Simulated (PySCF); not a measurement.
# W(OH)₂: triplet, from a PBE0 minimum start

Aim: relax W(OH)₂ as a triplet from a PBE0 minimum start, check by its vibrations whether the end is a minimum, and collect its spectrum and constants.

Computed with PySCF 2.14.0. Level: PBE0, basis W def2-SVP with ECP60, O def2-SVP, H def2-SVP, scalar-relativistic core potentials, no spin–orbit coupling, density fitting.

**1. Where the work starts**

5 atoms, charge 0, spin multiplicity 3.

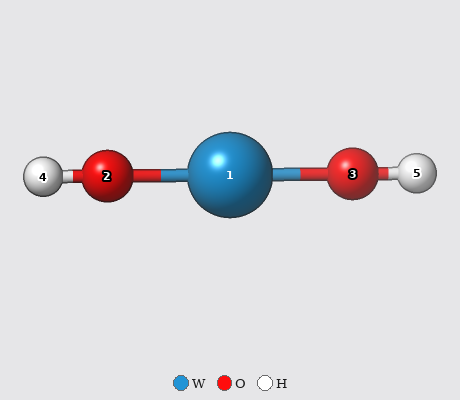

The starting geometry (tungsten blue, oxygen red, hydrogen white); atoms are numbered from 1 in the order of the file.

```xyz
5
charge 0 multiplicity 3
W     0.0000    0.0000    0.0000
O     1.8288    0.0000    0.0000
O    -1.8288    0.0000    0.0000
H     2.7854    0.0000    0.0000
H    -2.7854    0.0000    0.0000
```

**2. The SCF at the typed geometry**

The steps below are one call of a driver around PySCF. For each, scf.py gives the equivalent set-up of the SCF; relaxations use the driver's own optimiser. After this first run the driver tries any further starts and a stability analysis.

File scf.py:

```python
from pyscf import gto, scf, dft
mol = gto.M(atom='''
W      0.000000     0.000000     0.000000
O      1.828790    -0.000000    -0.000000
O     -1.828790     0.000000     0.000000
H      2.785430    -0.000000     0.000000
H     -2.785430     0.000000    -0.000000''',
    basis={'W': 'def2-SVP', 'O': 'def2-SVP', 'H': 'def2-SVP'},
    ecp={'W': 'def2-SVP'},
    charge=0, spin=2)
mf = dft.UKS(mol, xc='PBE0')
mf.grids.atom_grid = (50, 194)
aux = {'W': 'def2-universal-JKFIT', 'O': 'def2-universal-JKFIT', 'H': 'def2-universal-JKFIT'}
mf = mf.density_fit(auxbasis=aux)
mf.conv_tol = 1e-08
mf.diis_space = 10
mf.max_cycle = 60
mf.init_guess = 'minao'
mf.verbose = 4
mf.kernel()
```

The run is started by

```
$ OMP_NUM_THREADS=2 python axn.py task.json out
```

The log of the run:

```text
init E= -206.239503812346
[... the frontier-level lines of each cycle are left out ...]
cycle= 1 E= -218.219710613789  delta_E=  -12  |g|= 0.704  |ddm|= 5.18
cycle= 2 E= -217.940999922262  delta_E= 0.279  |g|= 1.09  |ddm|= 1.21
cycle= 3 E= -218.393969902717  delta_E= -0.453  |g|= 0.171  |ddm|= 0.743
cycle= 4 E= -218.408530240094  delta_E= -0.0146  |g|= 0.0336  |ddm|= 0.239
cycle= 5 E= -218.409212814286  delta_E= -0.000683  |g|= 0.00295  |ddm|= 0.0513
cycle= 6 E= -218.409219772569  delta_E= -6.96e-06  |g|= 0.000859  |ddm|= 0.00485
cycle= 7 E= -218.409221272698  delta_E= -1.5e-06  |g|= 0.000262  |ddm|= 0.00211
cycle= 8 E= -218.4092214372  delta_E= -1.65e-07  |g|= 4.04e-05  |ddm|= 0.000864
cycle= 9 E= -218.409221438858  delta_E= -1.66e-09  |g|= 5.75e-06  |ddm|= 0.000102
Extra cycle  E= -218.4092214389  delta_E= -4.14e-11  |g|= 3.31e-06  |ddm|= 1.32e-05
converged SCF energy = -218.4092214389  <S^2> = 2.0049379  2S+1 = 3.0032901
```

This step, with its further starts and checks, needed 9 s of wall time on 2 threads of Arm Neoverse V1, shared host.

The starts that the driver tried:

| start | energy (Eh) |
| --- | --- |
| the minimal-basis guess | -218.409221 |
| a thermally smeared density | -218.445017 |
| a smeared PBE density | -218.445017 |

This is not the lowest solution: one lies 94.0 kJ/mol lower, at -218.44502 Eh, and the relaxation starts from that.

**3. PBE0 minimum start, triplet: relaxation**

The program finds D∞h symmetry in the start, which this walk keeps. Threshold on the gradient: 0.0003 Eh/bohr, with a further test on the energy change.

scf.py, as its differences from that of step 2:

```diff
@@ -4 +4 @@
-O      1.828790    -0.000000    -0.000000
+O      1.828790     0.000000     0.000000
@@ -6,2 +6,2 @@
-H      2.785430    -0.000000     0.000000
-H     -2.785430     0.000000    -0.000000''',
+H      2.785430     0.000000     0.000000
+H     -2.785430     0.000000     0.000000''',
@@ -18 +17,0 @@
-mf.init_guess = 'minao'
```

The optimiser's trace:

| step | energy (Eh) | change (kJ/mol) | largest symmetric gradient (Eh/bohr) |
| --- | --- | --- | --- |
| 0 | -218.445017 | 0.00 | 0.00004 |

The walk took 1.5 s.

After 0 steps and 0.0 kJ/mol it ends at D∞h: O–H 0.957 Å (×2), W–O 1.829 Å (×2); H–O–W 180.0° (×2), O–W–O 180.0°.

**4. Hessian and properties**

On the finer grid the gradient is checked again; gradients at displacements of ±0.02 bohr then give force constants and infrared intensities.

scf.py, as its differences from that of step 3:

```diff
@@ -12 +12 @@
-mf.grids.atom_grid = (50, 194)
+mf.grids.atom_grid = (75, 302)
@@ -15 +15 @@
-mf.conv_tol = 1e-08
+mf.conv_tol = 1e-10
```

This SCF starts from the last density.

Log of the central SCF (cycles and frontier levels):

```text
init E= -218.444968292214
[... the frontier-level lines of each cycle are left out ...]
cycle= 1 E= -218.444968292215  delta_E= -6.82e-13  |g|= 1.38e-06  |ddm|= 2.31e-06
Extra cycle  E= -218.444968292214  delta_E= 8.53e-13  |g|= 2.09e-06  |ddm|= 2.38e-06
converged SCF energy = -218.444968292214  <S^2> = 2.0173893  2S+1 = 3.0115705
```

The whole step took 29 s.

Geometry: D∞h; O–H 0.957 Å (×2), W–O 1.829 Å (×2); H–O–W 180.0° (×2), O–W–O 180.0°.

Harmonic modes (main isotopes):

| symmetry | ω (cm⁻¹) | IR (km/mol) |
| --- | --- | --- |
| πu | 59 | 94.3 |
| πu | 519 | 249 |
| πg | 543 | 0.0 |
| σu+ | 772 | 212 |
| σg+ | 822 | 0.0 |
| σu+ | 4010 | 795 |
| σg+ | 4015 | 0.0 |

All wavenumbers are real: a minimum.

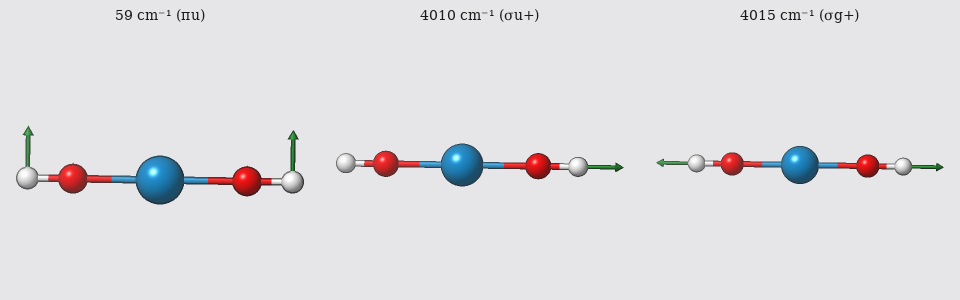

Displacements of 3 of the modes, as arrows (one member where a mode is degenerate).

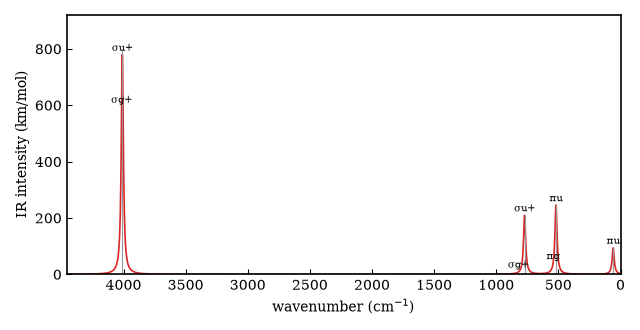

The harmonic infrared spectrum (widths in cm⁻¹). Lines are broadened to a width of 20 cm⁻¹ (Lorentzian).

Properties at this point:

| Item | Value |
| --- | --- |
| Dipole moment | 0.00 D |
| Highest occupied level | -4.75 eV |
| Lowest empty level | -1.41 eV |
| Rotational constants | 0.1375 cm⁻¹ |
| Zero-point energy | 70.9 kJ/mol |
| Principal polarisabilities | 61.2, 62.0, 62.0 bohr³ |
| Atomisation energy without zero-point energy | 1824 kJ/mol |
| Principal traceless quadrupole moments about the centre of mass | -9.10, -9.10, 18.19 D Å |
| Entropy at 298.15 K and 1 bar (electronic part: spin only) | 297.7 J/(mol K) |
| Heat capacity Cp at 298.15 K | 70.9 J/(mol K) |
| Enthalpy at 298.15 K above 0 K | 15.51 kJ/mol |
| Rotational symmetry number | 2 |
| Spin squared ⟨S²⟩ | 2.017 |

Populations by atom (charges in e):

```csv
atom,Mulliken,Löwdin,polar tensor,spin (Mulliken),Mayer order to W1
W1,0.39,-0.08,0.62,2.12,–
"O2,3",-0.41,-0.08,-0.69,-0.06,1.24
"H4,5",0.22,0.12,0.38,0.00,0.03
```

Mulliken populations on W1 (outside its core potential): s 3.48, p 6.21, d 3.83, f 0.09.

**5. Outcome**

| quantity | value |
| --- | --- |
| minimum | triplet, D∞h |
| geometry | O–H 0.957 Å (×2), W–O 1.829 Å (×2); H–O–W 180.0° (×2), O–W–O 180.0° |
| wavenumbers (cm⁻¹) | 59 (πu), 519 (πu), 543 (πg), 772 (σu+), 822 (σg+), 4010 (σu+), 4015 (σg+) |
| dipole moment | 0.00 D |
| highest occupied, lowest empty level (either spin) | -4.75, -1.41 eV |
| polar-tensor charge of W1 | +0.62 e |
| zero-point energy | 70.9 kJ/mol |
| entropy at 298.15 K | 297.7 J/(mol K) |
| atomisation energy (no zero-point energy) | 1824 kJ/mol |
| ⟨S²⟩ | 2.017 |

In words: The molecule stays D∞h, as typed, and the end point is a minimum. The strongest infrared band lies at 4010 cm⁻¹ (σu+). W1 has a polar-tensor charge of +0.6 e (a dipole derivative, not a static charge), yet symmetry cancels the bond dipoles. Most of the spin sits on W1 (Mulliken spin 2.12, against 2 for the whole molecule). The first SCF alone would have been 94 kJ/mol too high. Other starts or spin states, not run here, may lie lower. One determinant may miss the lowest occupation of an open d or f shell. With an element this heavy the missing spin–orbit coupling can shift these numbers.

The search up to here took 40 s.
